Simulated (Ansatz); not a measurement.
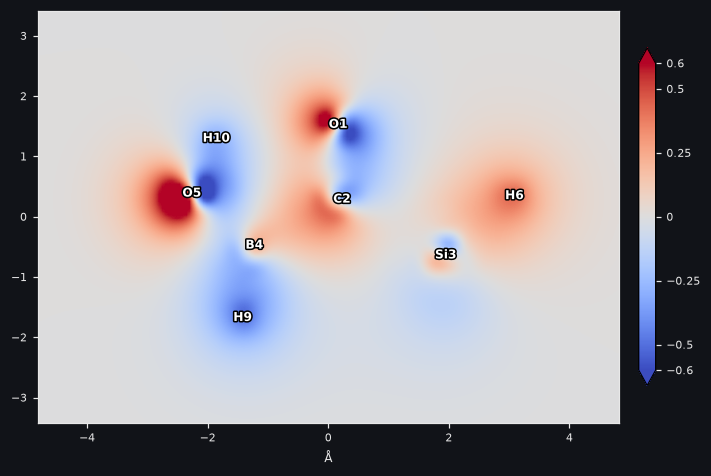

*CH₅BO₂Si. The HOMO−1 on the plane of atoms O5, B4 and H9 (values in Å⁻³ᐟ²; the overall sign is arbitrary).*

Level of theory: RKS revPBE-D4/def2-SVP (Ansatz).

```xyz
10

O     0.1127    1.7169    0.0778
C     0.0411    0.4792    0.0135
Si   -0.0912   -0.6108    1.6268
B     0.0623   -0.1285   -1.5139
O     0.1552    0.8346   -2.4536
H    -0.0317    0.2403    2.8620
H     1.0354   -1.6112    1.6131
H    -1.3930   -1.3680    1.5664
H     0.0051   -1.2999   -1.8320
H     0.1874    1.6962   -1.9573
```

Q: What is the character of this orbital?

A: Its weight (Hirshfeld) is mainly on O5 (about 30 %), O1 (about 10 %), B4 (about 10 %), H9 (about 10 %), Si3 (about 10 %) and C2 (about 10 %). Its energy is −8.29 eV.
